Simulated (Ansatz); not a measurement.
**CHAlO (triplet): wB97M-V, B2PLYP over vertical spin and charge gaps, def2-QZVPP**

How well do these functionals follow the top wave-function level for CHAlO (triplet) over vertical spin and charge gaps?

Program: Ansatz 0.2.0, Gaussian basis. Level of theory: def2-QZVPP, all electrons in the functionals, frozen cores in the correlation of double hybrids and RPA. These are calculated values, not measurements.

The runs, in order: wB97M-V, B2PLYP, at charge 0, triplet; charge 0, singlet; charge 0, quintet; charge 1, doublet; charge 1, quartet.

8 further runs of the same task are left out: 2 that didn't finish, 6 set aside as unsound or not needed.

### 1 The system

The geometry is a PBE0/def2-TZVP stationary point (not a proven minimum).

4 atoms, charge 0, spin multiplicity 3.

Atoms are counted from 1 here; the program's logs count them from 0.

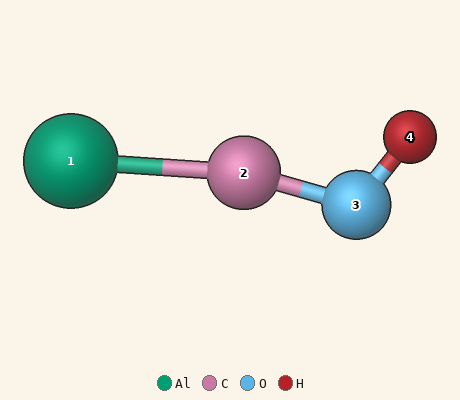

The geometry (aluminium teal, carbon pink, oxygen blue, hydrogen red); atoms are numbered from 1 in the order of the file.

Geometry (Å):

```csv
atom,x (Å),y (Å),z (Å)
Al1,0.0000,-0.1626,2.2201
C2,0.0000,-0.0757,0.2890
O3,0.0000,-0.2918,-0.9987
H4,0.0000,0.5301,-1.5104
```

No dispersion term is added; wB97M-V holds VV10 nonlocal correlation.

The geometry shown and the zero of energy belong to the point charge 0, triplet. The yardstick, UCCSD(T), and other wave-function levels (R restricted, U unrestricted, valence and pair active spaces) come from earlier runs.

### 2 wB97M-V, charge 0, triplet

Input file in.yaml:

```yaml
crystal:
  periodic: [false, false, false]
  atoms:
    - {symbol: Al, position_ang: [0.000001, -0.162615, 2.220099]}
    - {symbol: C, position_ang: [-0.000032, -0.075678, 0.288964]}
    - {symbol: O, position_ang: [0.000003, -0.291771, -0.998684]}
    - {symbol: H, position_ang: [0.000028, 0.530064, -1.510380]}
basis:
  gaussian: {orbitals: "def2-QZVPP.json"}
magnetization: {spin_polarized: true, initial_magnetization: 2}
hamiltonian: {xc: {name: wB97M-V}}
output: {orbitals: {seedname: orbitals}}
```

The run is started by

```
ansatz run in.yaml --threads 1 --pin off --events-out ev --progress --plain --max-ram 2393MiB
```

The log of the run, cut to the lines that bear on the results:

```text
Functional definition: wB97M-V
  name "wB97M-V"
  cite "Mardirossian & Head-Gordon, J. Chem. Phys. 144, 214110 (2016) doi:10.1063/1.4952647"
  cite "Becke, J. Chem. Phys. 107, 8554 (1997) doi:10.1063/1.475007"
  cite "Vydrov & Van Voorhis, J. Chem. Phys. 133, 244103 (2010) doi:10.1063/1.3521275"
  # Of w^i u^j: cxij and so on, Table III.
[...]
  gx(w, u) = 1 - cx + cx01*u + cx10*w
  gss(w, u) = css00 + css04*u^4 + css10*w + css20*w^2 + css43*w^4*u^3
  gos(w, u) = cos00 + cos10*w + (cos20 + cos21*u)*w^2 + (cos60 + cos61*u)*w^6
[...]
      + integral(e_c_pw_mod_opposite_spin*gos(b97_w_opposite, b97_u_opposite)) + vv10(b, c)
769 factors; their error is unknown
194 factors; integrals over basis functions are off by at most 3.4e-5 eV
[...]
mean field -9693.94462586 eV, -356.2458942088 hartree, gradient 6.1e-5 eV, S^2 2.005974; 0 other end points of the search recorded, 0 dependent functions left out
reference -9693.94467063 eV, -356.2458958539 hartree; 15, 13 occupied and 199, 201 virtual orbitals, 769 factors
Total energy: -9693.94467063 eV, -356.2458958539 hartree
```

Run time: 16 s. Hardware: 1 thread of Intel Xeon at 2.60GHz, shared host; peak memory 0.59 GiB.

From the report: ⟨S²⟩ of the determinant 2.006 (pure triplet: 2.00).

### 3 wB97M-V, charge 0, singlet

in.yaml, as its differences from that of step 2:

```diff
@@ -9,3 +9,3 @@
   gaussian: {orbitals: "def2-QZVPP.json"}
-magnetization: {spin_polarized: true, initial_magnetization: 2}
+magnetization: {spin_polarized: true, initial_magnetization: 0}
 hamiltonian: {xc: {name: wB97M-V}}
```

Same command.

The log of the run, cut to the lines that bear on the results:

```text
Functional definition: wB97M-V
  name "wB97M-V"
  cite "Mardirossian & Head-Gordon, J. Chem. Phys. 144, 214110 (2016) doi:10.1063/1.4952647"
  cite "Becke, J. Chem. Phys. 107, 8554 (1997) doi:10.1063/1.475007"
  cite "Vydrov & Van Voorhis, J. Chem. Phys. 133, 244103 (2010) doi:10.1063/1.3521275"
  # Of w^i u^j: cxij and so on, Table III.
[...]
  gx(w, u) = 1 - cx + cx01*u + cx10*w
  gss(w, u) = css00 + css04*u^4 + css10*w + css20*w^2 + css43*w^4*u^3
  gos(w, u) = cos00 + cos10*w + (cos20 + cos21*u)*w^2 + (cos60 + cos61*u)*w^6
[...]
      + integral(e_c_pw_mod_opposite_spin*gos(b97_w_opposite, b97_u_opposite)) + vv10(b, c)
769 factors; their error is unknown
194 factors; integrals over basis functions are off by at most 3.4e-5 eV
[...]
mean field -9693.70070501 eV, -356.2369302827 hartree, gradient 9.5e-6 eV, S^2 0.709548; 7 other end points of the search recorded, 0 dependent functions left out
reference -9693.70075058 eV, -356.2369319575 hartree; 14, 14 occupied and 200, 200 virtual orbitals, 769 factors
Total energy: -9693.70075058 eV, -356.2369319575 hartree
```

It took 66 s on 1 thread of Intel Xeon at 2.60GHz, shared host; peak memory 0.81 GiB.

From the report: ⟨S²⟩ of the determinant 0.710 (pure singlet: 0.00). The determinant is far from a pure spin state, so its energy mixes those of several spin states (harmless only where they are near-degenerate, as at dissociation).

From charge 0, triplet: +23.5 kJ/mol.

### 4 wB97M-V, charge 0, quintet

in.yaml, as its differences from that of step 3:

```diff
@@ -9,3 +9,3 @@
   gaussian: {orbitals: "def2-QZVPP.json"}
-magnetization: {spin_polarized: true, initial_magnetization: 0}
+magnetization: {spin_polarized: true, initial_magnetization: 4}
 hamiltonian: {xc: {name: wB97M-V}}
```

The command is unchanged.

The log of the run, cut to the lines that bear on the results:

```text
Functional definition: wB97M-V
  name "wB97M-V"
  cite "Mardirossian & Head-Gordon, J. Chem. Phys. 144, 214110 (2016) doi:10.1063/1.4952647"
  cite "Becke, J. Chem. Phys. 107, 8554 (1997) doi:10.1063/1.475007"
  cite "Vydrov & Van Voorhis, J. Chem. Phys. 133, 244103 (2010) doi:10.1063/1.3521275"
  # Of w^i u^j: cxij and so on, Table III.
[...]
  gx(w, u) = 1 - cx + cx01*u + cx10*w
  gss(w, u) = css00 + css04*u^4 + css10*w + css20*w^2 + css43*w^4*u^3
  gos(w, u) = cos00 + cos10*w + (cos20 + cos21*u)*w^2 + (cos60 + cos61*u)*w^6
[...]
      + integral(e_c_pw_mod_opposite_spin*gos(b97_w_opposite, b97_u_opposite)) + vv10(b, c)
769 factors; their error is unknown
194 factors; integrals over basis functions are off by at most 3.4e-5 eV
[...]
mean field -9690.64887567 eV, -356.1247776232 hartree, gradient 1.1e-5 eV, S^2 6.004891; 2 other end points of the search recorded, 0 dependent functions left out
reference -9690.64892031 eV, -356.1247792638 hartree; 16, 12 occupied and 198, 202 virtual orbitals, 769 factors
Total energy: -9690.64892031 eV, -356.1247792638 hartree
```

Run time: 39 s. Hardware: 1 thread of Intel Xeon at 2.60GHz, shared host; peak memory 0.75 GiB.

From the report: ⟨S²⟩ of the determinant 6.005 (pure quintet: 6.00).

From charge 0, triplet: +318.0 kJ/mol.

### 5 wB97M-V, charge 1, doublet

in.yaml, as its differences from that of step 4:

```diff
@@ -9,3 +9,4 @@
   gaussian: {orbitals: "def2-QZVPP.json"}
-magnetization: {spin_polarized: true, initial_magnetization: 4}
+total_charge: 1
+magnetization: {spin_polarized: true, initial_magnetization: 1}
 hamiltonian: {xc: {name: wB97M-V}}
```

The command is unchanged.

The log of the run, cut to the lines that bear on the results:

```text
Functional definition: wB97M-V
  name "wB97M-V"
  cite "Mardirossian & Head-Gordon, J. Chem. Phys. 144, 214110 (2016) doi:10.1063/1.4952647"
  cite "Becke, J. Chem. Phys. 107, 8554 (1997) doi:10.1063/1.475007"
  cite "Vydrov & Van Voorhis, J. Chem. Phys. 133, 244103 (2010) doi:10.1063/1.3521275"
  # Of w^i u^j: cxij and so on, Table III.
[...]
  gx(w, u) = 1 - cx + cx01*u + cx10*w
  gss(w, u) = css00 + css04*u^4 + css10*w + css20*w^2 + css43*w^4*u^3
  gos(w, u) = cos00 + cos10*w + (cos20 + cos21*u)*w^2 + (cos60 + cos61*u)*w^6
[...]
      + integral(e_c_pw_mod_opposite_spin*gos(b97_w_opposite, b97_u_opposite)) + vv10(b, c)
769 factors; their error is unknown
194 factors; integrals over basis functions are off by at most 3.4e-5 eV
[...]
mean field -9686.26580518 eV, -355.9637027535 hartree, gradient 7.4e-6 eV, S^2 0.756825; 6 other end points of the search recorded, 0 dependent functions left out
reference -9686.26584794 eV, -355.9637043252 hartree; 14, 13 occupied and 200, 201 virtual orbitals, 769 factors
Total energy: -9686.26584794 eV, -355.9637043252 hartree
```

It took 50 s on 1 thread of Intel Xeon at 2.60GHz, shared host; peak memory 0.75 GiB.

From the report: ⟨S²⟩ of the determinant 0.757 (pure doublet: 0.75).

From charge 0, triplet: +740.9 kJ/mol.

### 6 wB97M-V, charge 1, quartet

in.yaml, as its differences from that of step 5:

```diff
@@ -10,3 +10,3 @@
 total_charge: 1
-magnetization: {spin_polarized: true, initial_magnetization: 1}
+magnetization: {spin_polarized: true, initial_magnetization: 3}
 hamiltonian: {xc: {name: wB97M-V}}
```

Launched as before.

The log of the run, cut to the lines that bear on the results:

```text
Functional definition: wB97M-V
  name "wB97M-V"
  cite "Mardirossian & Head-Gordon, J. Chem. Phys. 144, 214110 (2016) doi:10.1063/1.4952647"
  cite "Becke, J. Chem. Phys. 107, 8554 (1997) doi:10.1063/1.475007"
  cite "Vydrov & Van Voorhis, J. Chem. Phys. 133, 244103 (2010) doi:10.1063/1.3521275"
  # Of w^i u^j: cxij and so on, Table III.
[...]
  gx(w, u) = 1 - cx + cx01*u + cx10*w
  gss(w, u) = css00 + css04*u^4 + css10*w + css20*w^2 + css43*w^4*u^3
  gos(w, u) = cos00 + cos10*w + (cos20 + cos21*u)*w^2 + (cos60 + cos61*u)*w^6
[...]
      + integral(e_c_pw_mod_opposite_spin*gos(b97_w_opposite, b97_u_opposite)) + vv10(b, c)
769 factors; their error is unknown
194 factors; integrals over basis functions are off by at most 3.4e-5 eV
[...]
mean field -9685.57043506 eV, -355.9381483729 hartree, gradient 2.6e-5 eV, S^2 3.754661; 0 other end points of the search recorded, 0 dependent functions left out
reference -9685.57047984 eV, -355.9381500186 hartree; 15, 12 occupied and 199, 202 virtual orbitals, 769 factors
Total energy: -9685.57047984 eV, -355.9381500186 hartree
```

Run time: 16 s. Hardware: 1 thread of Intel Xeon at 2.60GHz, shared host; peak memory 0.58 GiB.

From the report: ⟨S²⟩ of the determinant 3.755 (pure quartet: 3.75).

From charge 0, triplet: +808.0 kJ/mol.

### 7 B2PLYP, charge 0, triplet

in.yaml, as its differences from that of step 6:

```diff
@@ -9,5 +9,4 @@
   gaussian: {orbitals: "def2-QZVPP.json"}
-total_charge: 1
-magnetization: {spin_polarized: true, initial_magnetization: 3}
-hamiltonian: {xc: {name: wB97M-V}}
-output: {orbitals: {seedname: orbitals}}
+magnetization: {spin_polarized: true, initial_magnetization: 2}
+hamiltonian: {xc: {name: B2PLYP}}
+correlation: {electrons: outside_noble_gas}
```

Launched as before.

The log of the run, cut to the lines that bear on the results:

```text
Functional definition: B2PLYP
  name "B2PLYP"
  cite "Grimme, J. Chem. Phys. 124, 034108 (2006) doi:10.1063/1.2148954"
  cite "Becke, Phys. Rev. A 38, 3098 (1988) doi:10.1103/PhysRevA.38.3098"
  cite "Lee, Yang & Parr, Phys. Rev. B 37, 785 (1988) doi:10.1103/PhysRevB.37.785"
[...]
1310 factors; integrals over basis functions are off by at most 7.5e-4 eV
[...]
mean field -9686.17894825 eV, -355.9605108204 hartree, gradient 7.2e-6 eV, S^2 2.020503; 4 other end points of the search recorded, 0 dependent functions left out
7 core orbitals not correlated: weight in the atoms' cores, before any rotation towards them, 1.000 or more for the frozen orbitals, at most 0.000 for the correlated occupied ones
reference -9686.17908081 eV, -355.9605156919 hartree; 8, 6 occupied and 199, 201 virtual orbitals, 1310 factors
second order -14.38911086 eV of doubles, -0.00000000 eV of singles
Total energy: -9690.06414075 eV, -356.1032890110 hartree
```

It took 15 s on 1 thread of Intel Xeon at 2.60GHz, shared host; peak memory 0.55 GiB.

From the report: ⟨S²⟩ of the determinant 2.021 (pure triplet: 2.00).

### 8 B2PLYP, charge 0, singlet

in.yaml, as its differences from that of step 7:

```diff
@@ -9,3 +9,3 @@
   gaussian: {orbitals: "def2-QZVPP.json"}
-magnetization: {spin_polarized: true, initial_magnetization: 2}
+magnetization: {spin_polarized: true, initial_magnetization: 0}
 hamiltonian: {xc: {name: B2PLYP}}
```

Launched as before.

The log of the run, cut to the lines that bear on the results:

```text
Functional definition: B2PLYP
  name "B2PLYP"
  cite "Grimme, J. Chem. Phys. 124, 034108 (2006) doi:10.1063/1.2148954"
  cite "Becke, Phys. Rev. A 38, 3098 (1988) doi:10.1103/PhysRevA.38.3098"
  cite "Lee, Yang & Parr, Phys. Rev. B 37, 785 (1988) doi:10.1103/PhysRevB.37.785"
[...]
1310 factors; integrals over basis functions are off by at most 7.5e-4 eV
[...]
mean field -9685.92979822 eV, -355.9513547257 hartree, gradient 2.0e-6 eV, S^2 0.913888; 9 other end points of the search recorded, 0 dependent functions left out
7 core orbitals not correlated: weight in the atoms' cores, before any rotation towards them, 1.000 or more for the frozen orbitals, at most 0.000 for the correlated occupied ones
reference -9685.92993124 eV, -355.9513596138 hartree; 7, 7 occupied and 200, 200 virtual orbitals, 1310 factors
second order -14.63408022 eV of doubles, -0.00000000 eV of singles
Total energy: -9689.88113290 eV, -356.0965635966 hartree
```

It took 44 s on 1 thread of Intel Xeon at 2.60GHz, shared host; peak memory 0.61 GiB.

From the report: ⟨S²⟩ of the determinant 0.914 (pure singlet: 0.00). The determinant is far from a pure spin state, so its energy mixes those of several spin states (harmless only where they are near-degenerate, as at dissociation).

From charge 0, triplet: +17.7 kJ/mol.

### 9 B2PLYP, charge 0, quintet

in.yaml, as its differences from that of step 8:

```diff
@@ -9,3 +9,3 @@
   gaussian: {orbitals: "def2-QZVPP.json"}
-magnetization: {spin_polarized: true, initial_magnetization: 0}
+magnetization: {spin_polarized: true, initial_magnetization: 4}
 hamiltonian: {xc: {name: B2PLYP}}
```

Same command.

The log of the run, cut to the lines that bear on the results:

```text
Functional definition: B2PLYP
  name "B2PLYP"
  cite "Grimme, J. Chem. Phys. 124, 034108 (2006) doi:10.1063/1.2148954"
  cite "Becke, Phys. Rev. A 38, 3098 (1988) doi:10.1103/PhysRevA.38.3098"
  cite "Lee, Yang & Parr, Phys. Rev. B 37, 785 (1988) doi:10.1103/PhysRevB.37.785"
[...]
1310 factors; integrals over basis functions are off by at most 7.5e-4 eV
[...]
mean field -9683.43561609 eV, -355.8596952230 hartree, gradient 6.3e-6 eV, S^2 6.012033; 4 other end points of the search recorded, 0 dependent functions left out
7 core orbitals not correlated: weight in the atoms' cores, before any rotation towards them, 1.000 or more for the frozen orbitals, at most 0.000 for the correlated occupied ones
reference -9683.43575092 eV, -355.8597001780 hartree; 9, 5 occupied and 198, 202 virtual orbitals, 1310 factors
second order -13.42549859 eV of doubles, -0.00000000 eV of singles
Total energy: -9687.06063554 eV, -355.9929122307 hartree
```

Wall time 26 s (1 thread of Intel Xeon at 2.60GHz, shared host); peak memory 0.69 GiB.

From the report: ⟨S²⟩ of the determinant 6.012 (pure quintet: 6.00).

From charge 0, triplet: +289.8 kJ/mol.

### 10 B2PLYP, charge 1, doublet

in.yaml, as its differences from that of step 9:

```diff
@@ -9,3 +9,4 @@
   gaussian: {orbitals: "def2-QZVPP.json"}
-magnetization: {spin_polarized: true, initial_magnetization: 4}
+total_charge: 1
+magnetization: {spin_polarized: true, initial_magnetization: 1}
 hamiltonian: {xc: {name: B2PLYP}}
```

Launched as before.

The log of the run, cut to the lines that bear on the results:

```text
Functional definition: B2PLYP
  name "B2PLYP"
  cite "Grimme, J. Chem. Phys. 124, 034108 (2006) doi:10.1063/1.2148954"
  cite "Becke, Phys. Rev. A 38, 3098 (1988) doi:10.1103/PhysRevA.38.3098"
  cite "Lee, Yang & Parr, Phys. Rev. B 37, 785 (1988) doi:10.1103/PhysRevB.37.785"
[...]
1310 factors; integrals over basis functions are off by at most 7.5e-4 eV
[...]
mean field -9678.58342760 eV, -355.6813805847 hartree, gradient 2.7e-6 eV, S^2 0.889093; 6 other end points of the search recorded, 0 dependent functions left out
7 core orbitals not correlated: weight in the atoms' cores, before any rotation towards them, 1.000 or more for the frozen orbitals, at most 0.000 for the correlated occupied ones
reference -9678.58355545 eV, -355.6813852833 hartree; 7, 6 occupied and 200, 201 virtual orbitals, 1310 factors
second order -13.96611349 eV of doubles, -0.00000000 eV of singles
Total energy: -9682.35440610 eV, -355.8199614885 hartree
```

It took 42 s on 1 thread of Intel Xeon at 2.60GHz, shared host; peak memory 0.73 GiB.

From the report: ⟨S²⟩ of the determinant 0.889 (pure doublet: 0.75).

From charge 0, triplet: +743.9 kJ/mol.

### 11 B2PLYP, charge 1, quartet

in.yaml, as its differences from that of step 10:

```diff
@@ -10,3 +10,3 @@
 total_charge: 1
-magnetization: {spin_polarized: true, initial_magnetization: 1}
+magnetization: {spin_polarized: true, initial_magnetization: 3}
 hamiltonian: {xc: {name: B2PLYP}}
```

Same command.

The log of the run, cut to the lines that bear on the results:

```text
Functional definition: B2PLYP
  name "B2PLYP"
  cite "Grimme, J. Chem. Phys. 124, 034108 (2006) doi:10.1063/1.2148954"
  cite "Becke, Phys. Rev. A 38, 3098 (1988) doi:10.1103/PhysRevA.38.3098"
  cite "Lee, Yang & Parr, Phys. Rev. B 37, 785 (1988) doi:10.1103/PhysRevB.37.785"
[...]
1310 factors; integrals over basis functions are off by at most 7.5e-4 eV
[...]
mean field -9678.17689948 eV, -355.6664409519 hartree, gradient 5.7e-6 eV, S^2 3.760767; 0 other end points of the search recorded, 0 dependent functions left out
7 core orbitals not correlated: weight in the atoms' cores, before any rotation towards them, 1.000 or more for the frozen orbitals, at most 0.000 for the correlated occupied ones
reference -9678.17703170 eV, -355.6664458110 hartree; 8, 5 occupied and 199, 202 virtual orbitals, 1310 factors
second order -13.62537045 eV of doubles, -0.00000000 eV of singles
Total energy: -9681.85588172 eV, -355.8016410557 hartree
```

Run time: 15 s. Hardware: 1 thread of Intel Xeon at 2.60GHz, shared host; peak memory 0.68 GiB.

From the report: ⟨S²⟩ of the determinant 3.761 (pure quartet: 3.75).

From charge 0, triplet: +792.0 kJ/mol.

### 12 Against the wave-function levels

No level is safe as a reference over these points; UCCSD(T) serves as a yardstick only. It comes from earlier runs at the same points. Energies in kJ/mol, counted from charge 0, triplet; blanks weren't run or aren't comparable.

```csv
level,triplet to singlet,triplet to quintet,ionisation to the doublet cation,ionisation to the quartet cation
UCCSD(T),,279.8,743.6,796.2
wB97M-V,23.5,318.0,740.9,808.0
B2PLYP,17.7,289.8,743.9,792.0
```

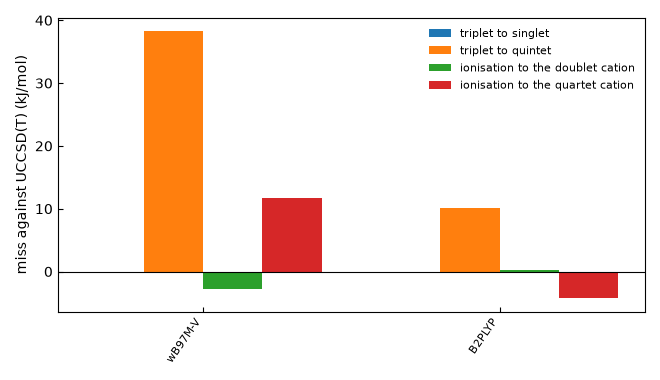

Misses of the gaps against UCCSD(T).

Largest miss and mean time a point (UCCSD(T) took 1.9 min a point; shared hosts):

```csv
level,largest miss (kJ/mol),where,time a point
wB97M-V,+38.2,triplet to quintet,37 s
B2PLYP,+10.0,triplet to quintet,28 s
```

### 13 What came out

| quantity | value |
| --- | --- |
| triplet to quintet, UCCSD(T) | 279.8 kJ/mol |
| ionisation to the doublet cation, UCCSD(T) | 743.6 kJ/mol |
| ionisation to the quartet cation, UCCSD(T) | 796.2 kJ/mol |
| largest miss, wB97M-V | +38.2 kJ/mol (triplet to quintet) |
| largest miss, B2PLYP | +10.0 kJ/mol (triplet to quintet) |

In words: Misses are known at 3 of 4 points at best, and only functionals with that many are ranked. Of the functionals, B2PLYP keep the smallest largest miss at the points compared (at most 10.0 kJ/mol) and wB97M-V strays most (38.2 kJ/mol, at triplet to quintet). wB97M-V, B2PLYP clearly break the spin symmetry at some points (⟨S²⟩ up to 0.91 above the pure value), so energy there is bought with a mixed spin. Functionals and the yardstick converge differently with the basis, so part of each miss in def2-QZVPP is the basis. The yardstick itself may be off where one determinant is a poor start.
